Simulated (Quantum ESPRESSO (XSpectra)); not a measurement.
# O K-edge X-ray absorption spectrum (XANES) of BaTiO3 (P4mm)

```xyz
5
Lattice="3.9904 0.0000 0.0000 0.0000 3.9904 0.0000 0.0000 0.0000 4.1027" Properties=species:S:1:pos:R:3 pbc="T T T"
Ba     1.9952     1.9952     2.3900
Ti     0.0000     0.0000     0.4104
O      0.0000     1.9952     0.2635
O      1.9952     0.0000     0.2635
O      0.0000     0.0000     2.2522
```

Geometry: Materials Project entry mp-5986 (a computed structure). No spin-polarised start was tried. The cell is the entry's, not relaxed again.

Absorber: atom 5, O on Wyckoff site a (site symmetry 4mm), with 1 Ti at 1.84 Å, 1 Ti at 2.26 Å.

Method: LDA, full core hole, dipole K-edge X-ray absorption, plane waves, Troullier-Martins potentials made with ld1.x and PseudoDojo potentials for the other elements (Perdew-Zunger form enforced), scalar-relativistic, no spin, constant broadening (Quantum ESPRESSO (XSpectra)).

40-atom cell (absorber images 8.0 Å apart), 70 Ry, k meshes 2×2×2 (SCF) and 3×3×3 (spectrum), Lorentzian half width 0.5 eV. The ground-state test found a gap, so occupations are fixed and the excited electron is left out (charged cell on a uniform background); energies count from the highest occupied level. Field directions run: x; z, weighted by the site's symmetry in the crystal. Intensities are scaled to a mean of 1 over 0–35 eV.

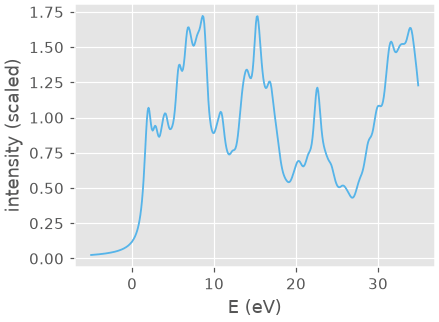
The computed spectrum

The absolute edge energy is not computed.
